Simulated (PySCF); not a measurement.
```xyz
17

F     0.3353   -1.9833    0.8751
C    -0.6193   -2.0522   -0.1279
Si   -1.0667   -0.2568   -0.6806
Si   -2.1557    0.7593    1.1038
Si    0.9661    0.6672   -1.3650
Si    2.5375    0.8856    0.3256
H    -0.1783   -2.6528   -0.9269
H    -1.4624   -2.6067    0.2894
H    -2.0229   -0.5341   -1.7760
H    -3.3892    0.0932    1.5348
H    -1.2988    0.8503    2.2878
H    -2.5280    2.1298    0.7396
H     1.5218   -0.1037   -2.4928
H     0.6580    1.9731   -1.9761
H     3.6946    1.6912   -0.0789
H     1.9440    1.5567    1.4866
H     3.0569   -0.4049    0.7715
```

Geometry: GFN2-xTB.

These are results of PySCF, CAM-B3LYP/def2-SVPD, SCF density, gas phase, not measurements.

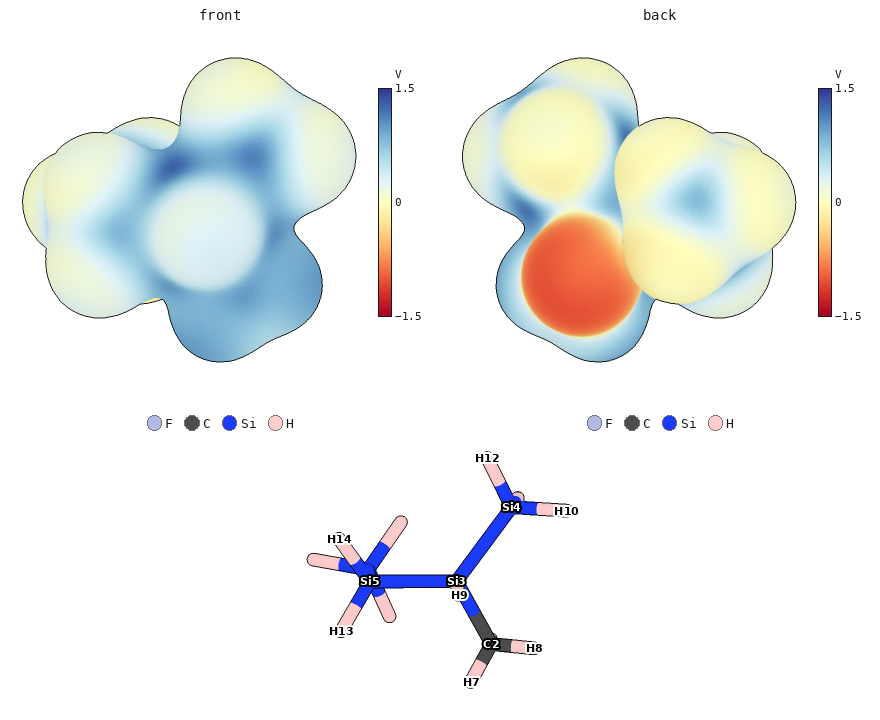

CH11FSi4. The molecular electrostatic potential painted on the density surface at 0.002 e/bohr³, seen from the front and from behind; red is negative and blue positive. The bare structure is drawn below in the same view.

**Which sites attract a positive test charge, and which a negative one?**

A positive charge is drawn to the negative regions and a negative charge to the positive ones. The most negative region (about −1.0 V) lies over F1, the most positive (about +1.2 V) over Si3, Si4 and Si5.

**What dipole moment does the calculation give?**

Its dipole moment is 1.49 D.
